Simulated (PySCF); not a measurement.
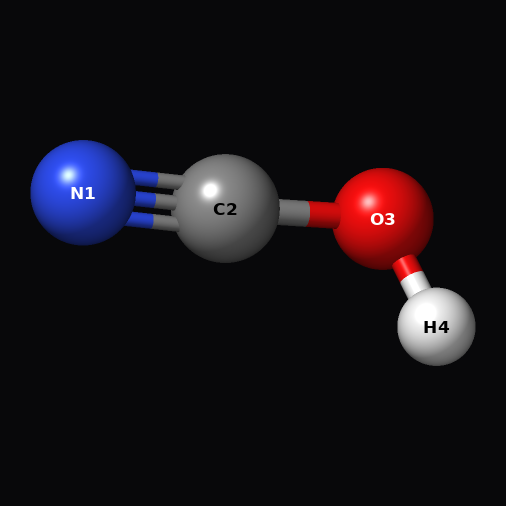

Computed geometry: PBE0-D3(BJ)/def2-SVP optimisation. No frequency run is at hand to confirm it as a minimum. Level of theory: B3LYP/def2-TZVP indirect spin-spin coupling, non-relativistic, gas phase (PySCF 2.14.0). Isotopes: 13C, 1H, 15N, 17O.

Give the spin–spin coupling constants of these pairs, with the number of bonds between them: N1/C2, C2/O3, O3/H4, N1/O3, C2/H4, N1/H4.

```json
{"pair": "N1, C2", "bonds apart": "1", "J (Hz)": "−7.1"}
{"pair": "C2, O3", "bonds apart": "1", "J (Hz)": "31.2"}
{"pair": "O3, H4", "bonds apart": "1", "J (Hz)": "−76.9"}
{"pair": "N1, O3", "bonds apart": "2", "J (Hz)": "−7.0"}
{"pair": "C2, H4", "bonds apart": "2", "J (Hz)": "−6.0"}
{"pair": "N1, H4", "bonds apart": "3", "J (Hz)": "−0.6"}
```
